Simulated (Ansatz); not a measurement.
**GeH₃O (quartet): wave-function methods side by side, cc-pVDZ**

Aim: climb from Hartree-Fock through coupled cluster and multireference methods for GeH₃O (quartet) at one geometry and basis, and see what each rung misses.

Computed with Ansatz 0.2.0, Gaussian basis. Level: cc-pVDZ, core rule «outside noble gas», up to 15 orbitals frozen.

Plan: UHF; CCSD(T) on ROHF; CCSD(T) on UHF; BCCD(T) on ROHF; CISD; CCSDT(Q) on ROHF; CCSDT(Q) on UHF; CASSCF and NEVPT2, 13 electrons in 11 orbitals.

22 further runs of the same task are left out: 8 that didn't finish, 14 set aside as unsound or not needed.

**1. The system**

The geometry is a PBE0/def2-TZVP stationary point (not a proven minimum) of the parent state, kept for this charge and spin. No spin-orbit coupling is included. The filled d shell of Ge may be among the frozen orbitals whatever the setting's name suggests; the logs give the count.

5 atoms, charge 0, spin multiplicity 4.

Atoms are counted from 1 here; the program's logs count them from 0.

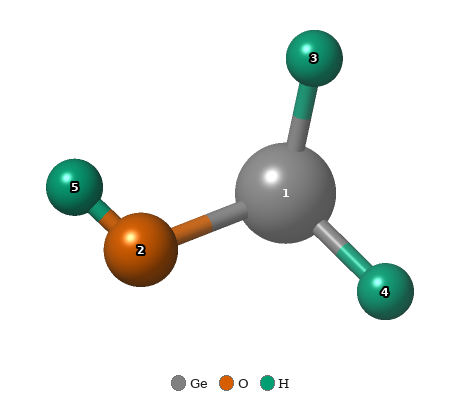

The structure; germanium grey, oxygen orange, hydrogen teal; atoms are numbered from 1 in the order of the file.

Geometry (Å):

```tsv
atom	x (Å)	y (Å)	z (Å)
Ge1	-0.0355	-0.0143	0.3240
O2	0.0804	0.1095	-1.4538
H3	0.7510	-1.2726	0.7957
H4	0.6191	1.2927	0.8260
H5	-0.0874	-0.7275	-1.8934
```

**2. UHF**

The input, in.yaml:

```yaml
crystal:
  periodic: [false, false, false]
  atoms:
    - {symbol: Ge, position_ang: [-0.035497, -0.014309, 0.323987]}
    - {symbol: O, position_ang: [0.080354, 0.109526, -1.453845]}
    - {symbol: H, position_ang: [0.751050, -1.272631, 0.795719]}
    - {symbol: H, position_ang: [0.619052, 1.292746, 0.826036]}
    - {symbol: H, position_ang: [-0.087378, -0.727459, -1.893356]}
basis:
  gaussian: {orbitals: cc-pVDZ}
magnetization: {spin_polarized: true, initial_magnetization: 3}
hamiltonian: {xc: hf}
output: {orbitals: {seedname: orbitals}}
```

Started as:

```sh
$ ansatz run in.yaml --threads 1 --pin off --events-out ev --progress --plain --max-ram 2393MiB
```

After this run come: CCSD(T) on ROHF; CCSD(T) on UHF; BCCD(T) on ROHF; CISD; CCSDT(Q) on ROHF; CCSDT(Q) on UHF; CASSCF and NEVPT2, 13 electrons in 11 orbitals.

Q: Predict the results of all the runs planned. Wanted: UCCSDT(Q) below the RHF energy; RMP2 from UCCSDT(Q); UMP2 from UCCSDT(Q); RCCSD from UCCSDT(Q); RCCSD(T) from UCCSDT(Q); UCCSD(T) from UCCSDT(Q); RCCSDT(Q) from UCCSDT(Q); NEVPT2 valence from UCCSDT(Q); T1 diagnostic.

**Answer**, as computed:

| quantity | value |
| --- | --- |
| UCCSDT(Q) below the RHF energy | -7.6922 eV |
| RMP2 from UCCSDT(Q) | +25.81 kcal/mol |
| UMP2 from UCCSDT(Q) | +26.12 kcal/mol |
| RCCSD from UCCSDT(Q) | +5.20 kcal/mol |
| RCCSD(T) from UCCSDT(Q) | +1.43 kcal/mol |
| UCCSD(T) from UCCSDT(Q) | +1.31 kcal/mol |
| RCCSDT(Q) from UCCSDT(Q) | +0.20 kcal/mol |
| NEVPT2 valence from UCCSDT(Q) | +29.01 kcal/mol |
| levels within 1 kcal/mol (43 meV) | RCCSDT, UCCSDT, RCCSDT(Q) |
| T1 diagnostic | 0.038 |
| effectively unpaired electrons | 3.01 |

What this shows: RCCSD(T) misses by +1.43 kcal/mol, 0.8 % of the correlation energy. One determinant dominates. These misses are within one basis, not against nature; the frozen cores of restricted and unrestricted runs differ, which can shift their rows.
